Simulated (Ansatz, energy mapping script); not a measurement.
## GdN in the rock-salt structure: exchange couplings from total energies

Aim: the exchange couplings of GdN in the rock-salt structure from the energies of a few collinear orders, and the ordering temperature that they give.

Calculated with Ansatz 0.2.0; PBE with U = 6 eV on Gd f, ortho-atomic projectors; plane waves, U on orthogonalised atomic orbitals unless named otherwise, collinear spin, no spin–orbit coupling.

## Step 1: Set-up

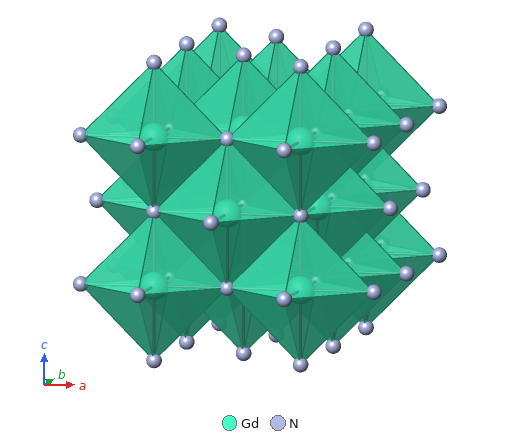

The cell as given, slightly off an axis (gadolinium teal, nitrogen light blue). 1×2×1 cells are drawn. This picture shows the conventional cell, with its axes. Some periodic images of atoms are drawn too.

This cell was built for the study (rocksalt prototype, lattice guessed from radii), not taken from an experiment; the compound need not form in this structure.

The cell was relaxed beforehand in Ansatz under PBE with U = 4.8 eV on Gd f, ortho-atomic projectors, from parallel moments.

The U corrects the self-interaction that lets semilocal functionals spread d and f electrons too far. Its value here is typed, not computed.

## Step 2: Which atoms carry moments

One run in the crystal's own cell, under PBE with U = 5.7 eV on Gd f, ortho-atomic projectors, shows which elements keep a moment. Transition or f elements with 0.3 μB or more enter the spin model; moments induced on other atoms do not.

input.yaml

```yaml
crystal:
  lattice:
    - [0.0, 2.500372145, 2.500372145]
    - [2.500372145, 0.0, 2.500372145]
    - [2.500372145, 2.500372145, 0.0]
  atoms:
    - { symbol: Gd, position: [0.0, 0.0, 0.0], spin: 7.0 }
    - { symbol: "N", position: [0.5, 0.5, 0.5] }
magnetization:
  spin_polarized: true
kpoints:
  mp_grid: { grid: [9, 9, 9] }
hamiltonian:
  xc: pbe
  hubbard:
    sites: [{ species: Gd, l: f, u_eff: 5.7 }]
    projectors: ortho-atomic
scf:
  occupations: { method: fermi_dirac, width: 0.05 }
output:
  eigenvalues: true
```

Command:

```sh
$ ansatz run input.yaml --threads 4 --pin off --max-ram 8192MiB --backend cpu --events-out ev --progress --plain --runs-dir out
```

Numbers of over 12 decimals in the logs are rounded to 6 here.

Log:

```text
Engine: ansatz 0.2.0, aarch64-unknown-linux-gnu
Pseudopotentials: kind: paw
Pseudopotential: Gd, paw, valence charge 18, recommended cutoff 420 eV (normal), Gd.paw.azcp
Pseudopotential: N, paw, valence charge 5, recommended cutoff 420 eV (normal), N.paw.azcp
Functional definition: PBE
  parameter kappa = 0.804
  parameter beta = 0.066725
  exchange = pbe_x(kappa = kappa, mu = beta*pi^2/3)
  correlation = pbe_c(beta = beta)
Crystal: 2 atoms, lattice volume = 31.264 Å³
Basis set: ecut = 420 eV, 609 PW (Γ)
Bands: 19, of which v1, the nominal top of the filled ones, is band 12 counted from 1 (11 counted from 0)
Symmetry: 48 space group operations
Space group: Fm-3m (ITA 225), of the structure as read, at distance tolerance 3.2e-5 Å
Magnetic group: BNS 225.116 (UNI 1618), of the structure as read, at distance tolerance 3.2e-5 Å
k-points: 35 of 729
Non-local potential: Gd, projectors of the file, l = 0: 3, l = 1: 2, l = 2: 2, l = 3: 3
Non-local potential: N, projectors of the file, l = 0: 2, l = 1: 2, l = 2: 1
PAW form: soft (Blöchl's): semilocal exchange-correlation on the pseudo side does not see the compensation charge
PAW one-centre angular grid: Gd, 590 points (default); XC on 64 Gauss nodes
PAW one-centre angular grid: N, 110 points (default); XC on 64 Gauss nodes
Initial density: superposition of atomic densities (chi_scale 0.1, normalization cell, long waves kept (reshape's long-wave potential 0.00 eV rms))
Starting moments: Σ|m| = 7 μB on 1 of 2 sites
Initial wavefunctions: pseudopotential atomic-orbital guess
Functional: x = pbe(κ = 0.804, μ = 0.219515), c = pbe(β = 0.066725)
SCF iter   1: F=—  HF=-9718.186276 eV  |F-HF|=—  |Δ(HF+E_count)|=         —  Δρ=5.66e-2 (↑2.90e-2 ↓5.66e-2)  dr2=8.72e-1  dr2_m=3.68e-1  M=7.000 μB ∫|m|=7.132 μB  β_m=0.30  ethr=3.10e-3  ⟨swp⟩=5.7  Hψ=5512  notcnv=0
Mixer restart at iter 1: flushing history
preconditioner: auto → none  [insulator: Δε(μ)=0.210 eV  Ē_g=14.140 eV  σ=0.050 eV  W_gap=0.77  n_scr=14 (ndim 8)  ℏωp=30.4 eV  f_vac=0.000  D(μ)=0.02/eV (n_scr^D=0)  ε∞_Penn≈5.6]
SCF iter   2: F=—  HF=-9718.548416 eV  |F-HF|=—  |Δ(HF+E_count)|=   3.62e-1  Δρ=3.83e-2 (↑2.83e-2 ↓3.83e-2)  dr2=1.95e-1  dr2_m=2.13e-1  M=7.000 μB ∫|m|=7.189 μB  β_m=0.45  ethr=3.10e-3  ⟨swp⟩=2.4  Hψ=2616  notcnv=0  defer=78
SCF iter   3: F=—  HF=-9718.888046 eV  |F-HF|=—  |Δ(HF+E_count)|=   3.40e-1  Δρ=2.57e-2 (↑1.23e-2 ↓2.57e-2)  dr2=2.16e-1  dr2_m=7.35e-2  M=7.000 μB ∫|m|=7.210 μB  β_m=0.57  ethr=8.47e-4  ⟨swp⟩=2.0  Hψ=2225  notcnv=0  defer=78
SCF iter   4: F=—  HF=-9719.089620 eV  |F-HF|=—  |Δ(HF+E_count)|=         —  Δρ=2.26e-3 (↑2.26e-3 ↓1.76e-3)  dr2=3.38e-3  dr2_m=5.31e-4  M=7.000 μB ∫|m|=7.274 μB  β_m=0.57  ethr=8.47e-4  ⟨swp⟩=2.5  Hψ=2463  notcnv=0  defer=78
Mixer restart at iter 4: flushing history
SCF iter   5: F=—  HF=-9719.090506 eV  |F-HF|=—  |Δ(HF+E_count)|=   8.86e-4  Δρ=2.23e-3 (↑1.39e-3 ↓2.23e-3)  dr2=3.29e-3  dr2_m=1.31e-4  M=7.000 μB ∫|m|=7.276 μB  β_m=0.53  ethr=1.47e-5  ⟨swp⟩=2.0  Hψ=1980  notcnv=0  defer=78
SCF iter   6: F=—  HF=-9719.090235 eV  |F-HF|=—  |Δ(HF+E_count)|=   2.72e-4  Δρ=1.32e-3 (↑1.32e-3 ↓5.82e-4)  dr2=1.39e-3  dr2_m=9.13e-5  M=7.000 μB ∫|m|=7.283 μB  β_m=0.48  ethr=1.43e-5  ⟨swp⟩=2.0  Hψ=2097  notcnv=0  defer=78
SCF iter   7: F=—  HF=-9719.090101 eV  |F-HF|=—  |Δ(HF+E_count)|=   1.34e-4  Δρ=6.20e-4 (↑6.20e-4 ↓1.74e-4)  dr2=1.85e-4  dr2_m=3.16e-5  M=7.000 μB ∫|m|=7.286 μB  β_m=0.61  ethr=6.04e-6  ⟨swp⟩=1.5  Hψ=1415  notcnv=0  defer=78
SCF iter   8: F=—  HF=-9719.090104 eV  |F-HF|=—  |Δ(HF+E_count)|=   3.19e-6  Δρ=2.02e-4 (↑2.02e-4 ↓1.01e-4)  dr2=6.72e-6  dr2_m=6.20e-6  M=7.000 μB ∫|m|=7.289 μB  β_m=0.67  ethr=8.05e-7  ⟨swp⟩=1.5  Hψ=1465  notcnv=0  defer=78
SCF iter   9: F=—  HF=-9719.090110 eV  |F-HF|=—  |Δ(HF+E_count)|=   5.76e-6  Δρ=2.91e-5 (↑2.91e-5 ↓1.76e-5)  dr2=1.21e-7  dr2_m=1.24e-7  M=7.000 μB ∫|m|=7.292 μB  β_m=0.75  ethr=2.92e-8  ⟨swp⟩=2.5  Hψ=1983  notcnv=0  defer=78
SCF iter  10: F=-9719.090110 eV  HF=-9719.090110 eV  |F-HF|=2.64e-9  |Δ(HF+E_count)|=   1.49e-7  Δρ=5.15e-6 (↑5.15e-6 ↓3.32e-6)  dr2=4.51e-9  dr2_m=3.58e-9  M=7.000 μB ∫|m|=7.292 μB  ethr=4.35e-10  ⟨swp⟩=3.8  Hψ=4678  notcnv=0
SCF 1 converged in 10 iterations: F = -9719.090110 eV  dr2 = 4.51e-9
[...]
SCF converged after 10 iterations
Magnetization: 7.0000 μB (15.0000 up, 8.0000 down)
Absolute magnetization: 7.2924 μB (∫|ρ↑−ρ↓|, with the PAW one-centre terms)
Spin contamination: 0.0285 ħ² per cell (⟨S²⟩ above its minimum at these occupations)
Per-site moments (μB) at R_I (Å): [(6.933558, 1.031404), (-0.144574, 1.031404)]
Free energy (F): -9719.090110 eV
Harris-Foulkes:  -9719.090110 eV  (|F-HF|=2.64e-9)
Internal energy: -9719.089379 eV  (E = F + TS)
E sigma→0 (E₀):  -9719.089745 eV
Entropy (-TS):   -0.000731 eV (-0.366 meV/atom)
Fermi energy:    14.318175 eV
--- Per-component energies (eV) ---
  E_band       = 43.846204
  E_kinetic    = 536.472935
  E_local      = -1907.477058  (includes V_loc(G=0)·N_el)
  E_nonlocal   = 328.737647
  E_hartree    = 779.120465
  E_xc         = -296.413615
  E_vxc        = -333.230451  (∫ρ·V_xc dr)
  E_hubbard    = 0.165874  (on-site DFT+U / exact-exchange correction)
  E_vhub       = -19.729509  (the Hubbard potential's part of the band-sum identity)
  E_paw        = -6573.517326  (= ΣΔE_a)
  E_vpaw       = -119.167606  (= ΣTr[D̂ρ^β])
  E_aug_tail   = 0.000092  (compensation charges beyond the density's cutoff)
  E_ewald      = -2586.178393
  E_smearing   = -0.000731  (= −TS)
  E_closure    = 0.000000  (closes the sum)
  Σ components = -9719.090110   (vs F -9719.090110, Δ=0.00e0)
--- Band table (eV; the first three rows and the last of 70) ---
  k-point 0 ↑: bands = [... 8 lower, 7.8350, 8.0573, 8.0573, 8.0573, 14.5732, 14.5732, 14.5732, 16.8008, ... 3 higher]
  k-point 1 ↑: bands = [... 8 lower, 7.8480, 8.0404, 8.0404, 8.0579, 13.6983, 14.0577, 14.0577, 16.9753, ... 3 higher]
  k-point 2 ↑: bands = [... 8 lower, 7.8842, 8.0019, 8.0019, 8.0595, 12.2572, 13.1340, 13.1340, 17.3788, ... 3 higher]
  k-point 34 ↓: bands = [... 8 lower, 17.4232, 18.2342, 18.8672, 18.8729, 18.9584, 19.0022, 19.0242, 19.4569, ... 3 higher]
Occupation matrices written to <dir>
```

It took 1.2 s on 4 threads of Arm Neoverse V2, shared host; peak memory 0.35 GiB.

The column dr2 measures how far the density is from self-consistency, as an energy; F and HF (Harris–Foulkes) agree once it is small.

Spin moment in the sphere by atom:

```
atom  spin moment in the sphere (μB)
 Gd1                            6.93
  N2                           -0.14
```

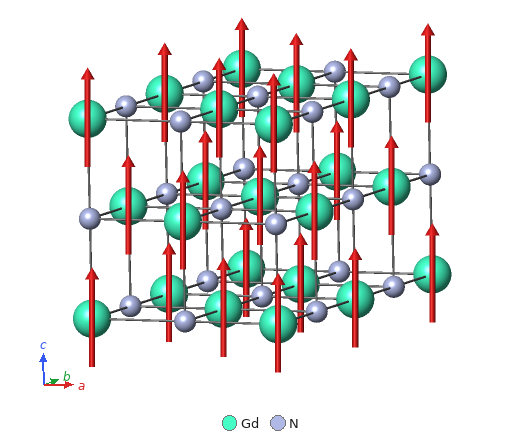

Spin moment in the sphere as arrows, the longest 6.93 μB. Up and down stand for the sign. Arrows give size and sign along the axis of quantisation, drawn up and down the page. 1×2×1 conventional cells are drawn. Some periodic images of atoms are drawn too.

The run ends ferromagnetic; Gd carries the moments.

## Step 3: Seed run in the crystal's own cell

A corrected shell can settle in several orbital fillings. One parallel run, with an occupation width a fifth wider than the orders use, therefore is to supply the occupation matrices. All orders start from them.

input.yaml, the sections that differ from step 2:

```yaml
kpoints:
  mp_grid: { grid: [8, 8, 8] }
hamiltonian:
  xc: pbe
  hubbard:
    sites: [{ species: Gd, l: f, u_eff: 6.0 }]
    projectors: ortho-atomic
scf:
  occupations: { method: fermi_dirac, width: 0.06 }
# crystal, magnetization, output: as in step 2
```

Log:

```text
[...]
Crystal: 2 atoms, lattice volume = 31.264 Å³
Basis set: ecut = 420 eV, 609 PW (Γ)
Bands: 19, of which v1, the nominal top of the filled ones, is band 12 counted from 1 (11 counted from 0)
Symmetry: 48 space group operations
[...]
k-points: 29 of 512
[...]
Starting moments: Σ|m| = 7 μB on 1 of 2 sites
[...]
SCF iter   1: F=—  HF=-9718.155238 eV  |F-HF|=—  |Δ(HF+E_count)|=         —  Δρ=5.71e-2 (↑2.91e-2 ↓5.71e-2)  dr2=8.89e-1  dr2_m=3.74e-1  M=7.000 μB ∫|m|=7.137 μB  β_m=0.30  ethr=3.10e-3  ⟨swp⟩=5.6  Hψ=4519  notcnv=0
[...]
SCF iter  11: F=-9719.080776 eV  HF=-9719.080776 eV  |F-HF|=1.38e-10  |Δ(HF+E_count)|=   6.52e-9  Δρ=5.96e-7 (↑5.96e-7 ↓4.87e-7)  dr2=4.20e-11  dr2_m=7.25e-11  M=7.000 μB ∫|m|=7.304 μB  ethr=5.40e-12  ⟨swp⟩=3.9  Hψ=3883  notcnv=0
SCF 1 converged in 11 iterations: F = -9719.080776 eV  dr2 = 4.20e-11
[...]
SCF converged after 11 iterations
Magnetization: 7.0000 μB (15.0000 up, 8.0000 down)
Absolute magnetization: 7.3036 μB (∫|ρ↑−ρ↓|, with the PAW one-centre terms)
[...]
Per-site moments (μB) at R_I (Å): [(6.936139, 1.031404), (-0.150175, 1.031404)]
Free energy (F): -9719.080776 eV
[...]
Internal energy: -9719.078999 eV  (E = F + TS)
E sigma→0 (E₀):  -9719.079887 eV
Entropy (-TS):   -0.001778 eV (-0.889 meV/atom)
Fermi energy:    14.268091 eV
[...]
--- Band table (eV; the first three rows and the last of 58) ---
  k-point 0 ↑: bands = [... 8 lower, 7.6764, 7.8986, 7.8986, 7.8986, 14.5713, 14.5713, 14.5713, 16.7980, ... 3 higher]
  k-point 1 ↑: bands = [... 8 lower, 7.6929, 7.8776, 7.8776, 7.8993, 13.5199, 13.9452, 13.9452, 17.0063, ... 3 higher]
  k-point 2 ↑: bands = [... 8 lower, 7.7400, 7.8337, 7.8337, 7.9012, 11.9054, 12.9126, 12.9126, 17.5348, ... 3 higher]
  k-point 28 ↓: bands = [... 8 lower, 17.8626, 17.8626, 19.0173, 19.0173, 19.1013, 19.1443, 19.1549, 19.6769, ... 3 higher]
Occupation matrices written to <dir>
```

Run time: 1.1 s. Hardware: 4 threads; peak memory 0.34 GiB; 3 s of CPU time.

Read from the output:

```
final state                       : ferromagnetic
electrons in the corrected shells : 7.037 e
largest moment                    : 6.936 μB
```

## Step 4: Order 1: parallel, cell A of 4 atoms

Each cell gets its own parallel run on the same mesh, so that most of the mesh error cancels in the differences.

input.yaml

```yaml
crystal:
  lattice:
    - [0.0, -2.500372145, -2.500372145]
    - [-2.500372145, 0.0, -2.500372145]
    - [2.500372145, 2.500372145, -5.00074429]
  atoms:
    - { symbol: Gd, position: [0.5, 0.5, 0.5], spin: 7.0 }
    - { symbol: Gd, position: [0.0, 0.0, 0.0], spin: 7.0 }
    - { symbol: "N", position: [0.75, 0.75, 0.75] }
    - { symbol: "N", position: [0.25, 0.25, 0.25] }
magnetization:
  spin_polarized: true
kpoints:
  mp_grid: { grid: [8, 8, 8] }
hamiltonian:
  xc: pbe
  hubbard:
    sites:
      - { species: Gd, l: f, u_eff: 6.0 }
      - { site: 0, l: f, u_eff: 6.0, starting_ns: [{ spin: up, occupation_matrix: gd1_major }, { spin: down, occupation_matrix: gd1_minor }] }
      - { site: 1, l: f, u_eff: 6.0, starting_ns: [{ spin: up, occupation_matrix: gd1_major }, { spin: down, occupation_matrix: gd1_minor }] }
    projectors: ortho-atomic
    occupation_matrices:
      gd1_major:
        matrix:
          - [0.998, 0.0, 0.0, 0.0, 0.0, 0.0, 0.0]
          - [0.0, 0.999, 0.0, 0.0, 0.0, 0.0, 0.0]
          - [0.0, 0.0, 0.999, 0.0, 0.0, 0.0, 0.0]
          - [0.0, 0.0, 0.0, 0.999, 0.0, 0.0, 0.0]
          - [0.0, 0.0, 0.0, 0.0, 0.999, 0.0, 0.0]
          - [0.0, 0.0, 0.0, 0.0, 0.0, 0.998, 0.0]
          - [0.0, 0.0, 0.0, 0.0, 0.0, 0.0, 0.998]
      gd1_minor:
        matrix:
          - [0.011, 0.0, 0.0, 0.0, 0.0, 0.0, 0.0]
          - [0.0, 0.007, 0.0, 0.0, 0.0, -0.004, 0.0]
          - [0.0, 0.0, 0.007, 0.0, 0.0, 0.0, 0.004]
          - [0.0, 0.0, 0.0, 0.004, 0.0, 0.0, 0.0]
          - [0.0, 0.0, 0.0, 0.0, 0.001, 0.0, 0.0]
          - [0.0, -0.004, 0.0, 0.0, 0.0, 0.009, 0.0]
          - [0.0, 0.0, 0.004, 0.0, 0.0, 0.0, 0.009]
scf:
  occupations: { method: fermi_dirac, width: 0.05 }
output:
  eigenvalues: true
  write_density: true
  write_potential: true
  elf: true
  volumetric_format: npy
```

Log:

```text
Warning: crystal.symmetry: narrowed to the stabiliser of the occupation matrices — unitary ops 24 → 8; lowered by the specified shells (site 0, l: f), (site 1, l: f); largest admitted image defect 3.1e-15, smallest excluded 1.1e-3 — at a rounding scale rather than a splitting's, so precision (not physics) most likely lowered the group: (i) a fixed point transcribed at too few decimals — re-emit the block at full precision (to 7 decimals or more, rounded to nearest) from a symmetrised source (a converged report's `n_mat` / `n_mat_spinor`) (of a frozen-density pass: in the run whose state it reads); [rest of the remark cut]
[...]
Crystal: 4 atoms, lattice volume = 62.528 Å³
Basis set: ecut = 420 eV, 1219 PW (Γ)
Bands: 36, of which v1, the nominal top of the filled ones, is band 23 counted from 1 (22 counted from 0)
Symmetry: 8 space group operations
k-points: 150 of 512
[...]
Starting moments: Σ|m| = 14 μB on 2 of 4 sites
[...]
SCF iter   1: F=—  HF=-19438.266924 eV  |F-HF|=—  |Δ(HF+E_count)|=         —  Δρ=6.39e-2 (↑2.91e-2 ↓6.39e-2)  dr2=2.16e0  dr2_m=8.87e-1  M=14.000 μB ∫|m|=14.309 μB  β_m=1.00  ethr=3.10e-3  ⟨swp⟩=5.7  Hψ=39451  notcnv=0  defer=5
[...]
spin=Collinear: Resta preconditioning applied to the charge; magnetization (m = ρ↑ − ρ↓) channel mixes plain (no charge-response kernel on spin).
SCF iter   2: F=—  HF=-19438.063648 eV  |F-HF|=—  |Δ(HF+E_count)|=   2.03e-1  Δρ=2.23e-2 (↑1.90e-2 ↓2.23e-2)  dr2=6.15e-1  dr2_m=1.13e-2  M=14.000 μB ∫|m|=14.453 μB  β_m=1.00  ethr=3.10e-3  ⟨swp⟩=3.1  Hψ=22145  notcnv=0  defer=582
[...]
spin=Collinear: Kerker preconditioning applied to the charge; magnetization (m = ρ↑ − ρ↓) channel mixes plain (no charge-response kernel on spin).
SCF iter   3: F=—  HF=-19438.100688 eV  |F-HF|=—  |Δ(HF+E_count)|=   3.70e-2  Δρ=1.22e-2 (↑1.22e-2 ↓1.19e-2)  dr2=1.58e-1  dr2_m=1.42e-3  M=14.000 μB ∫|m|=14.528 μB  β_m=1.00  ethr=1.34e-3  ⟨swp⟩=2.5  Hψ=15892  notcnv=0  defer=587
[...]
SCF iter   5: F=—  HF=-19438.140369 eV  |F-HF|=—  |Δ(HF+E_count)|=   2.02e-2  Δρ=1.96e-3 (↑1.96e-3 ↓1.21e-3)  dr2=2.29e-3  dr2_m=3.21e-4  M=14.000 μB ∫|m|=14.575 μB  β_m=0.30  ethr=8.05e-6  ⟨swp⟩=2.5  Hψ=19446  notcnv=0  defer=587
[...]
spin-set hold released at iteration 5 (site moments contracting): the magnetisation degrees of freedom join the quasi-Newton model from the next iteration; the mixer history was flushed
SCF iter   6: F=—  HF=-19438.150959 eV  |F-HF|=—  |Δ(HF+E_count)|=   1.06e-2  Δρ=1.51e-3 (↑1.51e-3 ↓1.01e-3)  dr2=1.63e-3  dr2_m=1.67e-4  M=14.000 μB ∫|m|=14.578 μB  β_m=0.65  ethr=4.98e-6  ⟨swp⟩=2.0  Hψ=16295  notcnv=0  defer=587
[...]
SCF iter  12: F=-19438.162589 eV  HF=-19438.162589 eV  |F-HF|=1.02e-8  |Δ(HF+E_count)|=   3.67e-8  Δρ=2.97e-6 (↑2.97e-6 ↓2.90e-6)  dr2=5.78e-9  dr2_m=3.35e-9  M=14.000 μB ∫|m|=14.598 μB  ethr=2.17e-10  ⟨swp⟩=8.2  Hψ=37061  notcnv=0
SCF 1 converged in 12 iterations: F = -19438.162589 eV  dr2 = 5.78e-9
[...]
SCF converged after 12 iterations
Magnetization: 14.0000 μB (30.0000 up, 16.0000 down)
Absolute magnetization: 14.5982 μB (∫|ρ↑−ρ↓|, with the PAW one-centre terms)
[...]
Per-site moments (μB) at R_I (Å): [(6.935550, 1.031404), (6.935550, 1.031404), (-0.147925, 1.031404), (-0.147925, 1.031404)]
Free energy (F): -19438.162589 eV
[...]
Internal energy: -19438.161204 eV  (E = F + TS)
E sigma→0 (E₀):  -19438.161896 eV
Entropy (-TS):   -0.001385 eV (-0.346 meV/atom)
Fermi energy:    14.317891 eV
[...]
--- Specified on-site occupations, and those of the state reported ---
  electrons in the specified blocks: 14.0760 specified, 14.0742 found
  site 1 (l=f) ↓: largest change of an orbital's occupation 0.0007; electrons 0.0480 specified, 0.0468 found; spectral distance 0.0012
[...]
site 1 (l=f) ↑: largest change of an orbital's occupation 0.0006; electrons 6.9900 specified, 6.9903 found; spectral distance 0.0005
[...]
--- Band table (eV; the first three rows and the last of 300) ---
  k-point 0 ↑: bands = [... 19 lower, 7.8988, 7.8988, 7.8989, 7.9042, 8.0022, 10.0533, 11.8596, 11.8596, ... 9 higher]
  k-point 1 ↑: bands = [... 19 lower, 7.8932, 7.8932, 7.8991, 7.9040, 7.9610, 10.2021, 11.9314, 11.9314, ... 9 higher]
  k-point 2 ↑: bands = [... 19 lower, 7.8708, 7.8778, 7.8778, 7.8997, 7.9034, 10.6057, 12.1413, 12.1413, ... 9 higher]
  k-point 149 ↓: bands = [... 19 lower, 18.8976, 18.9517, 18.9517, 19.0293, 19.0293, 19.0714, 19.0714, 19.1449, ... 9 higher]
Occupation matrices written to <dir>
```

Run time: 13 s. Hardware: 4 threads; peak memory 0.81 GiB.

Spin moment in the sphere by atom:

```
atom  spin moment in the sphere (μB)
 Gd1                            6.94
 Gd2                            6.94
  N3                           -0.15
  N4                           -0.15
```

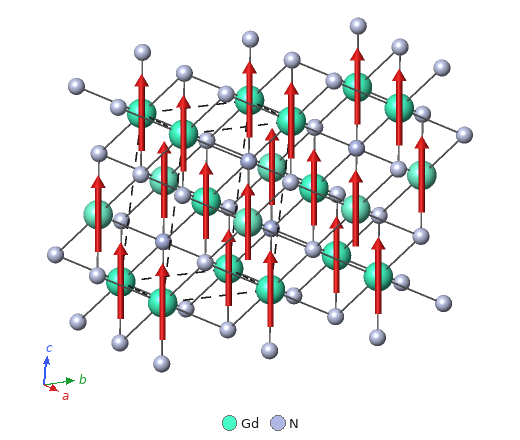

Spin moment in the sphere as arrows, the longest 6.94 μB. Up and down stand for the sign. Arrows give size and sign along the axis of quantisation, drawn up and down the page. 1×2×1 cells are drawn. Some periodic images of atoms are drawn too.

The run ends ferromagnetic.

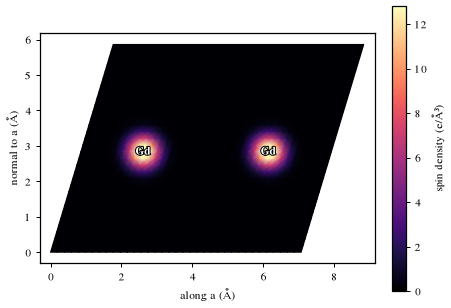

Spin density in the ac plane at fractional y = 0.000, with atoms of Gd within 0.2 Å of it. The map starts off the cell's origin, so that atoms lie inside it.

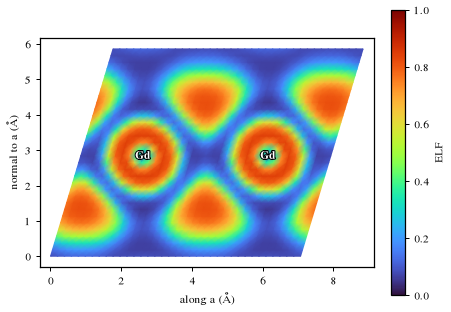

ELF in the ac plane at fractional y = 0.000, with atoms of Gd within 0.2 Å of it. It is the smooth field of the valence electrons, not physical close to the nuclei. The map starts off the cell's origin, so that atoms lie inside it.

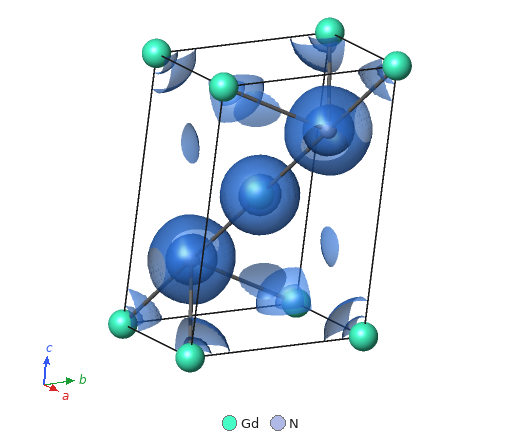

Surface of ELF = 0.77. Bonds to atoms that aren't drawn are left out.

(Part 1 of 2 ends here.)

[Logs and program files are shortened in this print: banners, set-up blocks, solver, clock and traceback lines can be left out without a mark of their own.]

[Logs are printed without paths, hosts, clocks, repeated set-up lines and the standing remarks that a program may print on its own settings, such as how far it seeks lower states.]

[Hosts, paths, dates, database ids (printed as entryN), source tags and the programs' standing remarks are cut or masked in the printed files.]

[Where a cell is said to come from a database of computed structures, the database is the Materials Project.]
